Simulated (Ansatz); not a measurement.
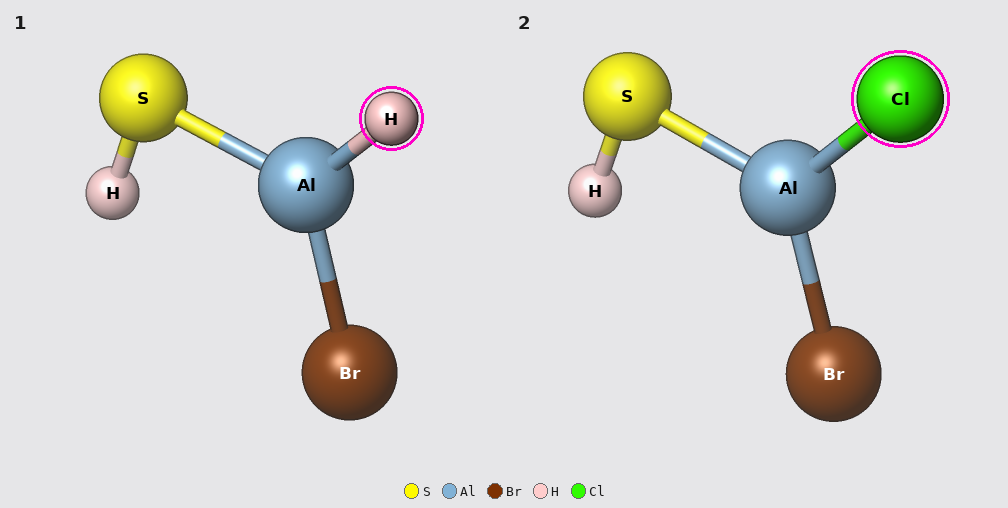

2 molecules with one skeleton, seen from the same side and at one scale; the atom that differs is circled. Charge 0, singlet. Computed geometries: PBE0-D4/def2-TZVP optimisations, one conformation each. Properties computed with Ansatz 0.2.0.

One atom differs, called X below: H in panel 1, Cl in panel 2. Their formulas are AlBrH2S (`[SH][AlH][Br]`), AlBrClHS (`[SH][Al]([Cl])[Br]`).

In which is the dipole moment larger (ωB97M-V/def2-TZVPP)?

In panel 2 (X = Cl).

In which is the HOMO–LUMO gap larger (PBE0-D4/def2-TZVPP)?

In panel 2 (X = Cl).

Give the values. With PBE0-D4/def2-TZVP: length of X–Al (Å), angle S–Al–X (°), harmonic X–Al stretching wavenumber (cm⁻¹). With PBE0-D4/def2-TZVPP: HOMO energy (Kohn–Sham orbital) (eV), HOMO–LUMO gap (eV). With ωB97M-V/def2-TZVPP: dipole moment (D).

| quantity | 1 (H) | 2 (Cl) | 2 − 1 |
| --- | --- | --- | --- |
| length of X–Al (Å) | 1.569 | 2.077 | +0.508 |
| angle S–Al–X (°) | 120.6 | 118.6 | −2.0 |
| HOMO energy (Kohn–Sham orbital) (eV) | −8.05 | −8.24 | −0.19 |
| HOMO–LUMO gap (eV) | 6.70 | 7.11 | +0.41 |
| dipole moment (D) | 0.28 | 1.02 | +0.74 |
| harmonic X–Al stretching wavenumber (cm⁻¹) | 1992 | 602 | −1390 |
